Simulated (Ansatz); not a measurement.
## CH$_{2}$ClTe (charge −1): molecular dynamics

System: CH$_{2}$ClTe, charge −1, SMILES Cl[CH-][TeH].
Method: RKS PBE0-D4/def2-SVPD (Ansatz 0.2.0).

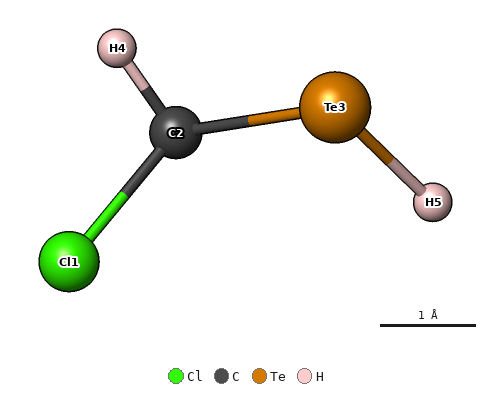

Figure 1. The starting structure (ball-and-stick view, seen at a tilt; atoms are numbered from 1 in the order of the input).

### Input file
```yaml
crystal:
  periodic: [false, false, false]
  atoms:
    - {symbol: Cl, position_ang: [-0.489290, -1.971070, -0.011920]}
    - {symbol: C, position_ang: [0.009380, -0.290650, 0.717990]}
    - {symbol: Te, position_ang: [0.498470, 1.046530, -0.892060]}
    - {symbol: H, position_ang: [1.030780, -0.562700, 1.079340]}
    - {symbol: H, position_ang: [-1.049350, 1.777880, -0.893350]}
basis:
  gaussian: {orbitals: def2-SVPD}
total_charge: -1
hamiltonian: {xc: pbe0, dispersion: d4}
md: {n_steps: 30, timestep: 0.5, temperature: 500, ensemble: nvt, seed: 241, initial_velocities: maxwell_boltzmann}
```

Command:
```bash
ansatz run in.yaml --threads 1 --pin off --events-out ev --progress --plain --max-ram 4352MiB
```

### Log
```
Error: YAML parse error: error: line 13 column 62: unknown variant `nvt`, expected one of nve, nve_milne, nvt_langevin, nvt_nose_hoover, npt_langevin
  --> <input>:13:62
   |
11 | total_charge: -1
12 | hamiltonian: {xc: pbe0, dispersion: d4}
13 | md: {n_steps: 30, timestep: 0.5, temperature: 500, ensemble: nvt, seed: 241, initial_velocities: maxwell_boltzmann}
   |                                                              ^ unknown variant `nvt`, expected one of nve, nve_milne, nvt_langevin, nvt_nose_hoover, npt_langevin
```

### What the run reported

| quantity | value |
| --- | --- |
| outcome | refused by the program |
| hardware | 1 CPU thread, shared host |

### Diagnosis

A setting was made wrong on purpose: unknown ensemble. The program refused the input: “YAML parse error: error: line 13 column 62: unknown variant `nvt`, expected one of nve, nve_milne, nvt_langevin, nvt_nose_hoover, npt_langevin --> <input>:13:62 | 11 | total_charge: -1 12 | hamiltonian: {xc: pbe0, dispersion: d4} 13 | md: {n_steps: 30, timestep: 0.5, temperature: 500, ensemble: nvt, seed: 241, …”
